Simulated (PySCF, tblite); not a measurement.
# B₁₆N₁₅H₁₅: electronic excitations, NMR shifts

Wanted: electronic excitations, NMR shifts for B₁₆N₁₅H₁₅.

Computed with tblite 0.8.0 and PySCF 2.14.0 and routines of our own; the level stands in each step. Atoms count from 0.

### Step 1. The system as given

46 atoms, charge 0, multiplicity 1; geometry from: force field, distance geometry or constructed start.

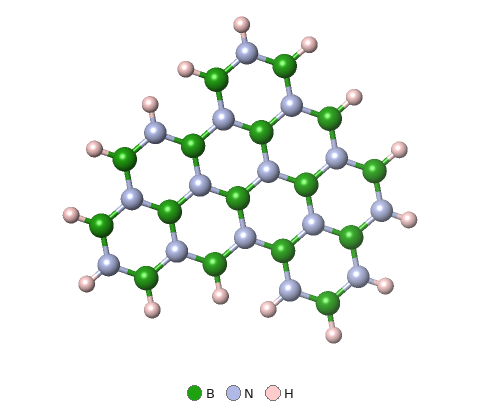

The starting geometry (boron green, nitrogen light blue, hydrogen pink).

### Step 2. Optimising the geometry with GFN2-xTB

Job settings and geometry (Å):

```
{"job": {"kind": "relax", "xc": "GFN2-xTB", "basis": "xTB"}, "charge": 0, "multiplicity": 1}
B      3.444500     1.984100    -0.001600
N      2.180700     2.713500    -0.006900
B      0.933400     1.983600     0.001000
N      0.927500     0.540300    -0.006200
B      2.182900    -0.190300     0.003400
N      3.436300     0.535400    -0.002600
B     -0.327500    -0.187400    -0.003300
N     -0.324200    -1.636400     0.001500
B      0.930900    -2.366200    -0.000400
N      2.181100    -1.639900     0.001600
N     -0.329700     2.709700    -0.002100
B     -1.585800     1.983900    -0.000000
N     -1.586700     0.536600     0.005000
N     -2.836900     2.710300    -0.002700
B     -4.097000     1.991000     0.000200
N     -4.096700     0.536500     0.006300
B     -2.838700    -0.187200     0.000900
B      3.438500    -2.367500    -0.001000
N      0.927600    -3.812300     0.002500
B      2.186700    -4.538200     0.002700
N      3.437300    -3.810300     0.001500
N     -2.840000    -1.637600    -0.000200
B     -1.579900    -2.359500     0.006600
B     -5.354700    -0.193400    -0.001500
N     -5.350000    -1.636500     0.000900
B     -4.100900    -2.365000     0.002500
B      4.696100    -0.186800    -0.000700
N      4.694800    -1.638500     0.001200
B      2.184500     4.161300    -0.002000
N      0.929300     4.886300     0.003400
B     -0.324000     4.161500    -0.001100
H      4.451000     2.572200     0.000200
H     -2.840100     3.751000    -0.001900
H     -5.105900     2.569600     0.003700
H      0.028700    -4.332300    -0.003300
H      2.184400    -5.706900    -0.002900
H      4.339500    -4.334000    -0.004100
H     -1.582400    -3.531600    -0.002600
H     -6.362700     0.392000    -0.000100
H     -6.256000    -2.155700     0.001200
H     -4.094900    -3.536400     0.003800
H      5.714500     0.390300     0.003700
H      5.600900    -2.158100    -0.003600
H      3.199700     4.745400    -0.001800
H      0.924500     5.927600     0.002400
H     -1.342700     4.747500    -0.003400
```

Command:

```sh
$ OMP_NUM_THREADS=2 python large_run.py task.json out
```

The driver reads the jobs from task.json and runs them one after another.

The program printed:

```text
step      E/eV     max force
  0   -1973.84550    1.486
  1   -1974.11540    1.071
  2   -1974.27961    0.656
  3   -1974.37759    0.575
  4   -1974.44558    0.470
  5   -1974.47723    0.329
  6   -1974.49806    0.244
  7   -1974.50722    0.154
  8   -1974.51169    0.141
  9   -1974.51502    0.125
 10   -1974.51795    0.104
 11   -1974.51993    0.078
 12   -1974.52120    0.065
 13   -1974.52224    0.063
 14   -1974.52323    0.060
 15   -1974.52398    0.046
 16   -1974.52441    0.030
 17   -1974.52465    0.028
 18   -1974.52481    0.020
 19   -1974.52496    0.022
 20   -1974.52509    0.021
 21   -1974.52521    0.023
 22   -1974.52532    0.020
```

It took 0.98 s on 2 threads of Intel Xeon 6975P-C, shared host; peak memory 0.16 GiB.

Step by step:

```
step  energy from step 0 (eV)  largest force (eV/Å)
   0                   0.0000                1.4856
   1                  -0.2699                1.0710
   2                  -0.4341                0.6559
   3                  -0.5321                0.5747
   4                  -0.6001                0.4701
   5                  -0.6317                0.3290
   6                  -0.6526                0.2432
   7                  -0.6617                0.1540
   8                  -0.6662                0.1411
   9                  -0.6695                0.1246
  10                  -0.6725                0.1036
  11                  -0.6744                0.0773
  12                  -0.6757                0.0652
  13                  -0.6767                0.0635
  14                  -0.6777                0.0595
  15                  -0.6785                0.0461
  16                  -0.6789                0.0304
  17                  -0.6792                0.0287
  18                  -0.6793                0.0199
  19                  -0.6795                0.0228
  20                  -0.6796                0.0211
  21                  -0.6797                0.0237
  22                  -0.6798                0.0202
```

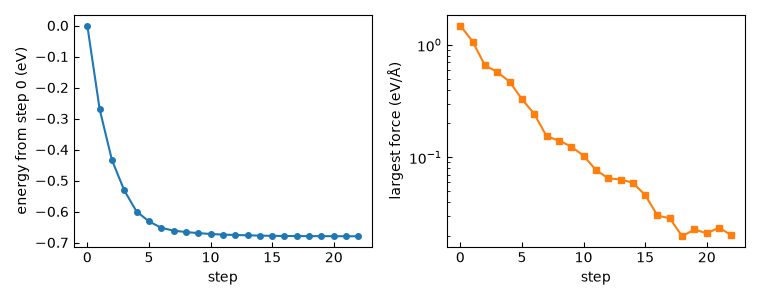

Energy and force, step by step.

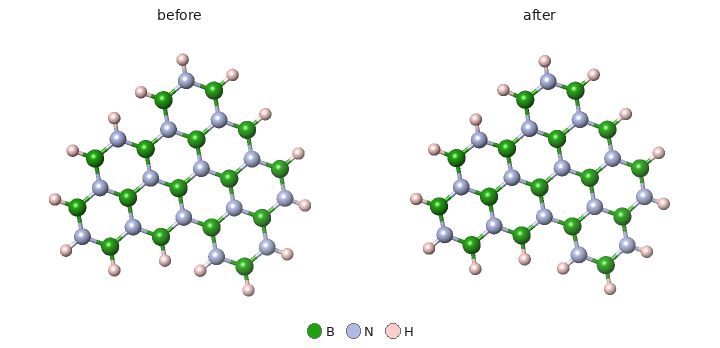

The geometry before (left) and after (right).

Distances of close pairs at the start and the end, largest changes first:

| bond | before (Å) | after (Å) | change (Å) |
| --- | --- | --- | --- |
| N13–B14 | 1.451 | 1.404 | -0.047 |
| B26–N27 | 1.452 | 1.406 | -0.046 |
| N18–B19 | 1.453 | 1.411 | -0.042 |
| B28–N29 | 1.450 | 1.412 | -0.037 |
| N24–H39 | 1.044 | 1.009 | -0.036 |
| N27–H42 | 1.045 | 1.009 | -0.036 |
| N20–H36 | 1.043 | 1.008 | -0.035 |
| N13–H32 | 1.041 | 1.006 | -0.034 |

The next job starts from the end point, and lists it.

### Step 3. Infrared spectrum with GFN2-xTB

Job settings and geometry (Å):

```
{"job": {"kind": "ir", "xc": "GFN2-xTB", "basis": "xTB"}, "charge": 0, "multiplicity": 1}
B      3.403114     1.955863    -0.001055
N      2.172266     2.683013    -0.001530
B      0.911865     1.972701    -0.001149
N      0.907888     0.533535    -0.000557
B      2.157117    -0.183993    -0.000322
N      3.412498     0.532616    -0.000366
B     -0.335412    -0.195184     0.000130
N     -0.345357    -1.640416     0.000586
B      0.921215    -2.353422     0.000032
N      2.155870    -1.620472    -0.000247
N     -0.332430     2.709178    -0.001487
B     -1.576846     1.964332    -0.000815
N     -1.581305     0.528062     0.000360
N     -2.840521     2.626456    -0.000517
B     -4.080475     1.967171     0.001092
N     -4.092723     0.534353     0.001606
B     -2.836707    -0.178891     0.001303
B      3.401067    -2.335675    -0.000742
N      0.997575    -3.776444    -0.000157
B      2.203330    -4.509723    -0.000928
N      3.402279    -3.760577    -0.000971
N     -2.835310    -1.622462     0.001736
B     -1.592755    -2.325672     0.001150
B     -5.323528    -0.189497     0.001089
N     -5.281047    -1.604037     0.001495
B     -4.074156    -2.338480     0.002388
B      4.655366    -0.187730     0.000132
N      4.623649    -1.592975    -0.000438
B      2.189883     4.111298    -0.001117
N      0.954776     4.796512    -0.000172
B     -0.295351     4.136134    -0.001155
H      4.417285     2.542719    -0.001391
H     -2.834448     3.632832    -0.001251
H     -5.080990     2.579531     0.002238
H      0.128835    -4.284483     0.000113
H      2.211856    -5.683118    -0.001346
H      4.288090    -4.242297    -0.001300
H     -1.644858    -3.498440     0.000578
H     -6.353473     0.370842     0.000365
H     -6.152843    -2.111177     0.001181
H     -4.095608    -3.511917     0.003092
H      5.681051     0.381725     0.001100
H      5.493395    -2.104355    -0.000611
H      3.197528     4.709572    -0.001295
H      0.962139     5.804978     0.000842
H     -1.265855     4.799016    -0.001531
```

The program printed:

```text
mode    cm-1     km/mol
  1     -12.5      0.11
  2       3.8      0.20
  3      45.3      0.38
  4      53.6      0.25
  5      90.6      0.01
  6     114.2      0.11
  7     117.4      0.02
  8     141.4      1.26
  9     157.0      0.44
 10     184.2      0.76
 11     184.4      0.14
 12     212.8      0.44
 13     224.0      0.01
 14     250.5      0.43
 15     251.9      0.25
 16     268.4      0.63
 17     274.7      0.56
 18     275.7      0.06
 19     303.9      0.01
 20     320.0      0.50
 21     328.5      0.21
 22     338.0      0.01
 23     342.7      0.03
 24     356.0      0.01
 25     371.3      0.10
 26     374.0      0.23
 27     376.1      0.07
 28     405.9      0.42
 29     428.0      0.46
 30     435.0      0.62
 31     449.9      0.01
 32     456.6      0.48
 33     476.0      0.14
 34     506.7      0.68
 35     525.9      1.37
 36     543.1      0.15
 37     549.9      1.08
 38     572.2      0.08
 39     572.7      0.79
 40     586.8      4.60
 41     603.2     11.68
 42     616.2      0.43
 43     627.4      1.27
 44     636.6      4.24
 45     658.3      2.47
 46     659.6      1.13
 47     665.0      0.21
 48     685.1     19.51
 49     686.4     17.02
 50     691.7     25.79
 51     703.4      4.34
 52     704.1    109.78
 53     708.2     11.18
 54     712.6    183.81
 55     728.0      0.73
 56     750.7      6.63
 57     762.7     67.68
 58     764.9      1.44
 59     768.0     25.91
 60     782.7      8.93
 61     787.2     20.68
 62     798.8      2.28
 63     801.2      0.42
 64     807.7      2.49
 65     811.4    134.86
 66     818.2   1237.12
 67     839.1      0.69
 68     868.1      2.82
 69     894.8      4.48
 70     942.1      0.24
 71     982.0     12.34
 72     995.7      6.13
 73    1012.4      4.62
 74    1014.1      0.01
 75    1020.4      3.58
 76    1034.7      0.72
 77    1039.6     15.01
 78    1048.5      9.48
 79    1051.9      0.10
 80    1066.1     18.29
 81    1074.0      5.57
 82    1090.6      0.07
 83    1111.0      3.13
 84    1123.9      0.05
 85    1137.4      2.89
 86    1148.3      0.01
 87    1154.7     32.70
 88    1159.3      0.25
 89    1166.2      6.37
 90    1189.8     28.24
 91    1190.3      3.99
 92    1203.6      2.40
 93    1209.7      4.81
 94    1213.5      0.68
 95    1215.0      1.08
 96    1226.8     11.69
 97    1228.5      8.40
 98    1235.0      0.82
 99    1236.9     63.64
100    1255.1     11.75
101    1270.7     10.84
102    1275.8     44.01
103    1289.7     49.65
104    1292.8     10.31
105    1310.5     13.80
106    1324.4     57.93
107    1336.2    163.08
108    1345.1    299.86
109    1371.0    665.10
110    1377.1    219.48
111    1380.3   1331.88
112    1396.9   3168.96
113    1402.5    706.38
114    1406.0   1583.94
115    1415.8   2651.66
116    1423.9     45.41
117    1435.3   1028.48
118    2570.0    252.46
119    2578.9     64.54
120    2595.7    193.00
121    2597.2     54.06
122    2598.0     78.64
123    2598.7    546.22
124    2608.7     16.44
125    2611.8    486.83
126    2621.9    475.84
127    3451.8      5.30
128    3458.8      2.90
129    3459.5      2.33
130    3461.7      6.21
131    3490.8      5.93
132    3491.2      9.19
```

It took 11 s on 2 threads of Intel Xeon 6975P-C, shared host; peak memory 0.16 GiB.

The strongest bands and the atoms that carry them (share of the mass-weighted mode):

| cm⁻¹ | km/mol | atoms |
| --- | --- | --- |
| 818 | 1237.1 | H39 13 %, H38 10 % |
| 1371 | 665.1 |  |
| 1380 | 1331.9 | N29 15 %, B30 11 % |
| 1397 | 3169.0 | B28 12 % |
| 1402 | 706.4 | B23 14 %, N24 11 % |
| 1406 | 1583.9 | B26 14 %, N5 11 % |
| 1416 | 2651.7 |  |
| 1435 | 1028.5 | B17 18 %, N18 11 % |

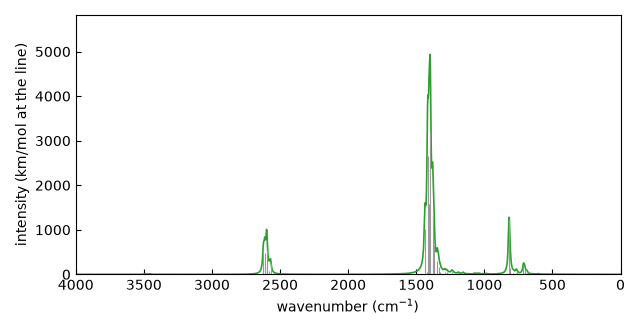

The infrared spectrum from these modes, unscaled. Lines are broadened to a width of 14 cm⁻¹ (Lorentzian).

### Step 4. Electronic excitations: TDA B3LYP/def2-SVP

Settings changed since step 3:

```diff
@@ -1,2 +1,2 @@
-{"job": {"kind": "ir", "xc": "GFN2-xTB", "basis": "xTB"}, "charge": 0, "multiplicity": 1}
+{"job": {"kind": "uv", "basis": "def2-SVP", "grid": 1, "kgrid": 0, "vcut": 1.5, "nstates": 6, "ntriplets": 2, "tda": true, "delta": ["ip_vertical"], "pop": true, "xc": "B3LYP"}, "charge": 0, "multiplicity": 1}
 B      3.403114     1.955863    -0.001055
```

Level: TDA B3LYP/def2-SVP, vertical, gas phase, core orbitals frozen in the response, virtual orbitals cut by energy.

The program printed:

```text
start: PBE on a coarse grid of 39905 points
cycle   1  E = -1226.4301071320  dE =  4.999e+00  |g| = 1.346e+00  |ddm| = 8.948e+00
cycle   2  E = -1225.6877790832  dE =  7.423e-01  |g| = 2.249e+00  |ddm| = 3.344e+00
cycle   3  E = -1226.8422384568  dE = -1.154e+00  |g| = 2.079e-01  |ddm| = 2.144e+00
cycle   4  E = -1226.8530521659  dE = -1.081e-02  |g| = 7.968e-02  |ddm| = 2.938e-01
cycle   5  E = -1226.8545169098  dE = -1.465e-03  |g| = 2.635e-02  |ddm| = 9.328e-02
cycle   6  E = -1226.8546483287  dE = -1.314e-04  |g| = 1.191e-02  |ddm| = 3.111e-02
cycle   7  E = -1226.8546813611  dE = -3.303e-05  |g| = 2.344e-03  |ddm| = 1.218e-02
final grid: 176594 points
cycle   8  E = -1228.6890569328  dE = -1.097e-02  |g| = 1.432e-01  |ddm| = 3.663e-01
cycle   9  E = -1228.6860568545  dE =  3.000e-03  |g| = 1.844e-01  |ddm| = 2.312e-01
cycle  10  E = -1228.6931357831  dE = -7.079e-03  |g| = 1.174e-02  |ddm| = 1.391e-01
cycle  11  E = -1228.6931745160  dE = -3.873e-05  |g| = 2.768e-03  |ddm| = 1.760e-02
cycle  12  E = -1228.6931741506  dE =  3.654e-07  |g| = 1.086e-03  |ddm| = 3.385e-03
cycle  13  E = -1228.6931760251  dE = -1.875e-06  |g| = 3.606e-04  |ddm| = 1.237e-03
cycle  14  E = -1228.6931762716  dE = -2.464e-07  |g| = 9.493e-05  |ddm| = 3.352e-04
converged SCF energy = -1228.6931762716
Vertical ionisation energy (delta-SCF) = 8.2613 eV   <S^2> = 0.759

Static polarisability (au): isotropic 269.221, principal 130.417 330.244 347.003

Singlet excitations
state   eV       nm        f      main configurations
  1   5.7761    214.7   0.18300   H->L 0.93
  2   5.9947    206.8   0.02969   H-1->L 0.50, H->L+1 0.21
  3   6.0753    204.1   0.11415   H->L+1 0.68, H-1->L 0.10, H->L+4 0.09
  4   6.1956    200.1   0.08644   H-2->L 0.57
  5   6.2718    197.7   0.03437   H-1->L+1 0.29, H-1->L 0.21, H->L+4 0.17
  6   6.3685    194.7   0.04199   H->L+2 0.54, H-3->L 0.14

Triplet excitations (Tamm-Dancoff, eV): 5.5663 5.7136
```

Run time: 2 min. Hardware: 2 threads of Intel Xeon 6975P-C, shared host; peak memory 1.7 GiB.

Frontier orbitals and where they lie:

| orbital | eV | atoms |
| --- | --- | --- |
| HOMO−4 | -7.73 | N7 17 %, N21 16 %, N27 15 % |
| HOMO−3 | -7.69 | N5 14 %, N12 14 %, N18 11 % |
| HOMO−2 | -7.45 | N15 17 %, N24 12 %, N10 9 % |
| HOMO−1 | -7.33 | N13 14 %, N3 12 %, N20 12 % |
| HOMO | -6.91 | N18 21 %, N20 18 %, N27 14 % |
| LUMO | -0.55 | B30 17 %, B22 14 %, B28 12 % |
| LUMO+1 | -0.31 | B25 15 %, B30 14 %, B28 12 % |
| LUMO+2 | 0.11 | B14 24 %, B22 14 %, B8 8 % |
| LUMO+3 | 0.16 | B16 19 %, B0 11 %, B2 11 % |

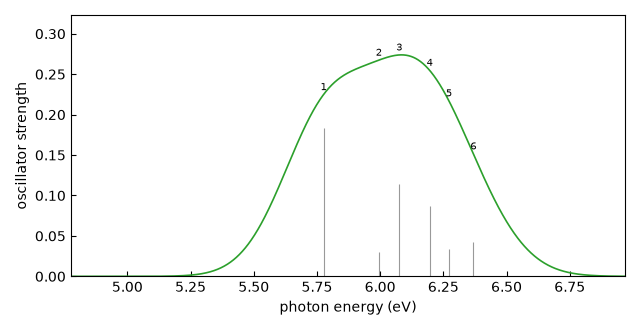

Absorption spectrum from the 6 singlet states computed; above the last one it falls off for lack of states. Lines are broadened to a width of 0.40 eV (Gaussian).

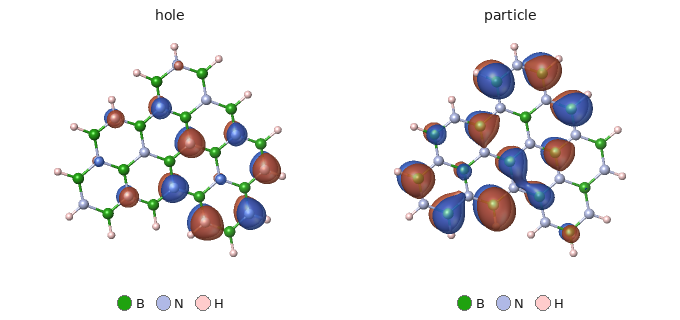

Leading natural transition orbitals of singlet state 1: the electron leaves the hole (left) for the particle orbital (right).

Ground-state properties from the same run:

```
           property  computed
  dipole moment (D)      0.40
polarisability (Å³)     39.89
 HOMO–LUMO gap (eV)      6.36
      −ε(HOMO) (eV)      6.91
```

Orbitals, density, ELF and potential are computed afterwards from the orbital file.

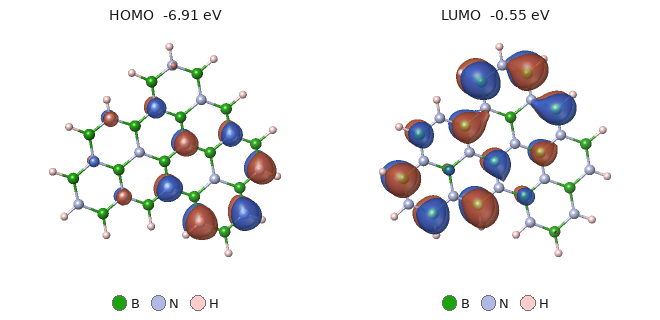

B3LYP/def2-SVP orbitals near the gap, drawn at the value that encloses 70 % of each; the two colours are the two signs.

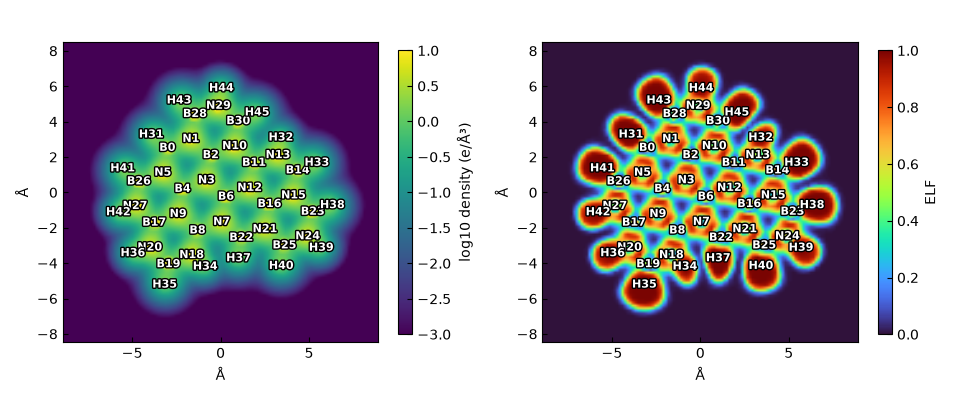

Density (left) and ELF (right) in a plane through or near 46 of the atoms.

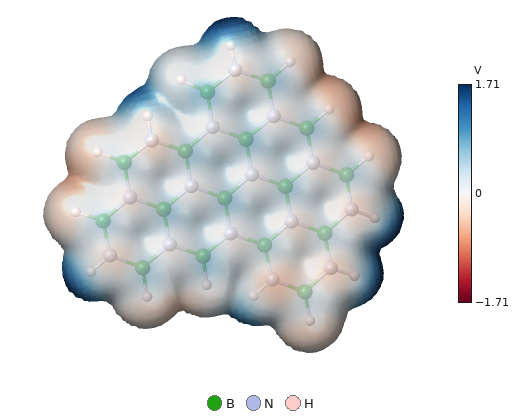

The potential that a unit positive charge feels on the 0.002 e/bohr³ surface, from -0.57 to 1.71 V.

[end of part 1 of 2]
